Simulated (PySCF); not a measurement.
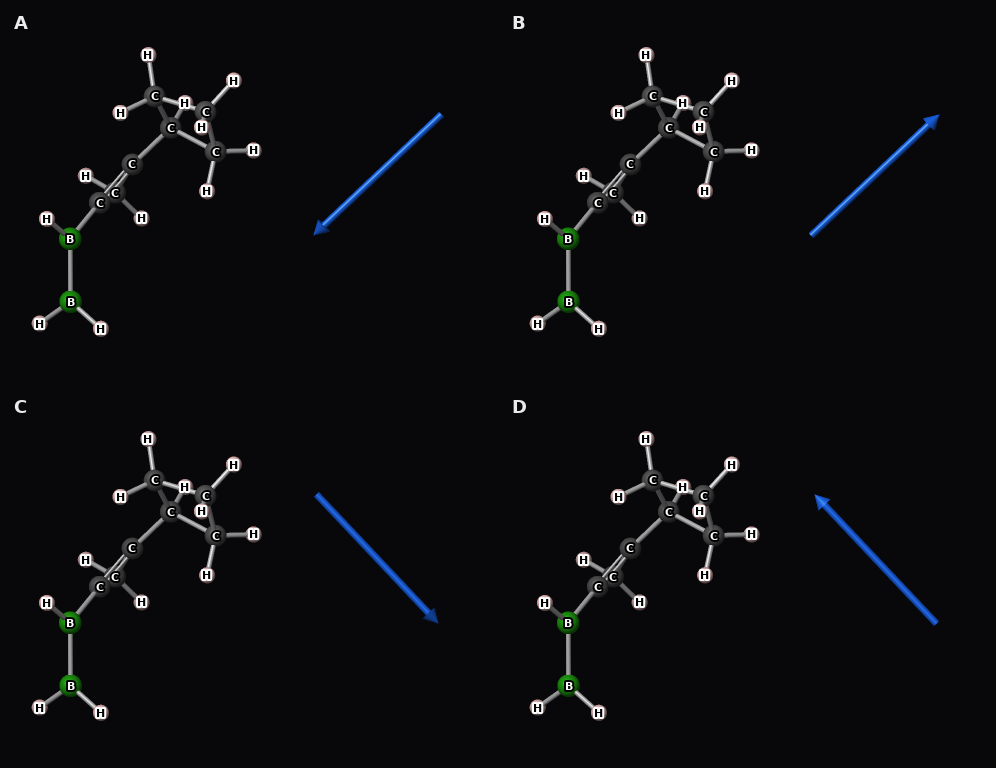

The same molecule four times, each with an arrow. Computed geometry: GFN2-xTB optimisation. No frequency run is at hand to confirm it as a minimum. Level of theory: PBE0/pcSseg-1, gas phase (PySCF 2.14.0).

Question: Which arrow points along the dipole moment, from the negative to the positive end?

Answer: B. The dipole moment is 1.68 D.

The geometry is semi-empirical. Around B such bond lengths and angles can be off by a tenth of an ångström or more and by several degrees, and values that hang on the shape move with them.
